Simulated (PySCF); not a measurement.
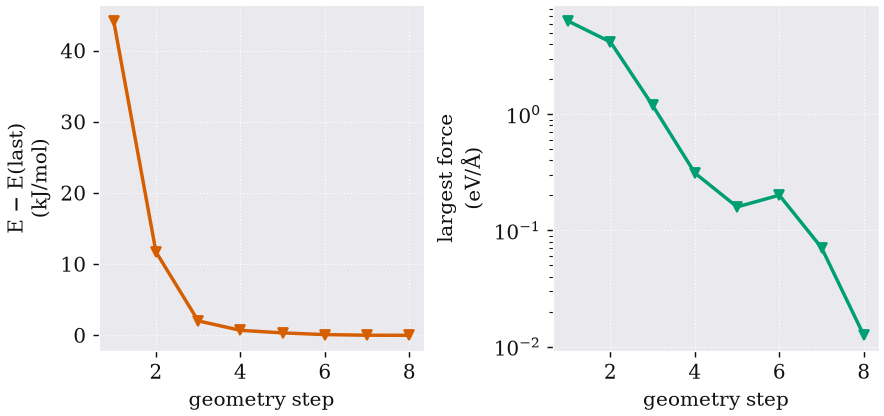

History of a geometry optimisation.

System: [TcN(CN)4]- (SMILES N#[C][Tc-](#[N])([C]#N)([C]#N)[C]#N) (charge −1), multiplicity 2.
Method: PBE0-D3(BJ)/def2-SVP, geometry optimisation in PySCF.

Question: How did the optimisation end?

Answer: The optimisation met its thresholds at geometry 8, counting the start as the first. The energy fell by about 44 kJ/mol from the first step to the last. The largest force goes from about 6.3 eV/Å at the start to 0.012 eV/Å at the end.

Question: By which step was nine tenths of the energy gained?

Answer: By step 3 of 8.
